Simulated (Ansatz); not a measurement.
KBr: Li interstitial (started 2.58 Å from the nearest host atom), symmetric start

Base system: a 16-atom supercell of KBr in the rock salt structure (space group Fm-3m, No. 225; a = 6.608 Å) at its relaxed geometry.

Perturbation: a neutral Li interstitial (started 2.58 Å from the nearest host atom), symmetric start, atoms relaxed at fixed cell.

Level of theory: Kohn–Sham DFT with the r2SCAN functional, run in Ansatz (an electronic-structure program) with PAW and 500 eV plane waves, no spin-orbit coupling. k-mesh 3×3×3 (Γ-centred); smearing 0.01 eV (Fermi–Dirac).

```csv
quantity,base,changed,shift
pressure,0.0 GPa,1.2 GPa,+1.2 GPa
largest displacement of a host atom from its site in the perfect cell,–,0.36 Å,–
final site of the added atom,–,4 Br at 2.54 Å (tetrahedral),–
```

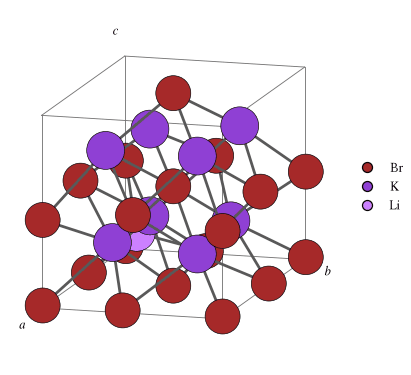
Fig. 1. The relaxed cell after the change

Other magnetic orders, which the real material may have, were not ruled out. In so small a cell the defect repeats every few ångströms: this is an ordered compound, not a dilute defect. The mesh was chosen for an insulator and is coarse for the gapless case. The defect started on the symmetric site and kept its symmetry, so it may sit on a saddle. Starting moments died away, wholly or in part, for Li interstitial (started 2.58 Å from the nearest host atom); another magnetic solution may exist. The defect cell is spin-polarised and ends with 0.1 μB.
